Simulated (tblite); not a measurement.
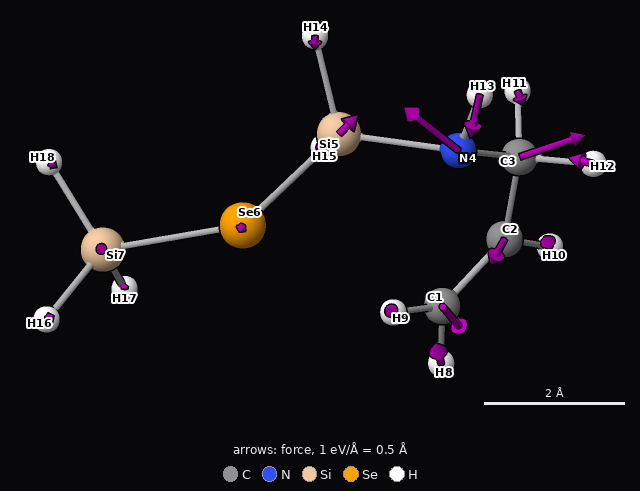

Starting geometry of C3H11NSeSi2 with the computed forces as purple arrows. The picture is a ball-and-stick view, seen at a tilt.

Level of theory: tblite, GFN2-xTB geometry optimisation, gas phase. 

Q: What follows when this structure is relaxed?

A: It isn't relaxed: the largest force vector, on N4, is 2.54 eV/Å. The final displacements have little in common with the starting forces (cosine between the two patterns 0.15). Over 209 geometry steps the energy falls by 0.662 eV. The atom that moves furthest after the best rigid fit is H13 (1.92 Å). By element the largest moves are H 1.92 Å, C 0.92 Å, Si 0.62 Å, N 0.55 Å, Se 0.21 Å. Near-neighbour distances that change, for instance: N4–Si5 1.771 → 1.703 Å, N4–H13 1.054 → 1.011 Å, C3–H12 1.138 → 1.098 Å, C1–H8 1.115 → 1.076 Å. Among the angles between lasting bonds that change: Si5–Se6–Si7 110.9° → 99.5°, Si5–N4–H13 107.7° → 118.7°, N4–Si5–Se6 113.0° → 103.2°. Groups turn about Se6–Si7 by about 25°, Si5–Se6 by about 20°.
